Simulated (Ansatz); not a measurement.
Input file:

```
crystal:
  periodic: [false, false, false]
  atoms:
    - {symbol: F, position_ang: [0.157400, -1.319300, -0.864500]}
    - {symbol: B, position_ang: [-0.003400, -0.092300, -0.058500]}
    - {symbol: Cl, position_ang: [-1.666700, 0.406300, 0.622100]}
    - {symbol: Cl, position_ang: [1.568200, 0.945000, 0.280600]}
basis:
  gaussian:
    orbitals: 6-31Gss.json
    fitting: {mean_field: def2-universal-jfit.json, correlation: cc-pVDZ-rifit.json}
magnetization: {spin_polarized: true, initial_magnetization: 0}
hamiltonian: {xc: {name: PBE-QIDH}, dispersion: {method: d3bjatm, functional: pbe0}}
correlation: {electrons: all}
output: {orbitals: {seedname: orbitals}}
```

Run with:

```sh
ansatz run in.yaml --threads 1 --pin off --max-ram 2610MiB --events-out events.jsonl --progress --plain --runs-dir runs
```

Geometry: force field.

Computed with Ansatz 0.2.0, isolated molecule in a Gaussian basis; Kohn-Sham density functional theory, functional PBE-QIDH.

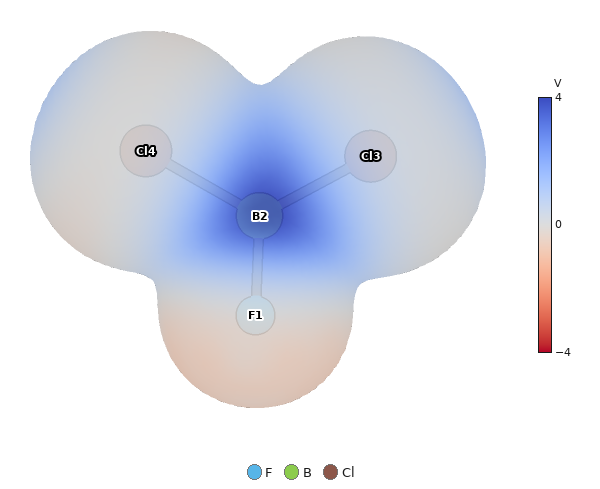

BCl$_{2}$F (SMILES FB(Cl)Cl). The electrostatic potential painted on the density surface at 0.004 e/bohr³, seen at a tilt; red is negative and blue positive.

Question: Which sites attract a positive test charge, and which a negative one?

Answer: A positive charge is drawn to the negative regions and a negative charge to the positive ones. The most negative region (about −0.6 V) lies over F1, the most positive (about +3.9 V) over B2. Cl3 shows a σ-hole: about +1.1 V at the tip opposite its bond, against about +0.1 V on its flanks. Cl4 shows a σ-hole: about +0.9 V at the tip opposite its bond, against about 0.0 V on its flanks.
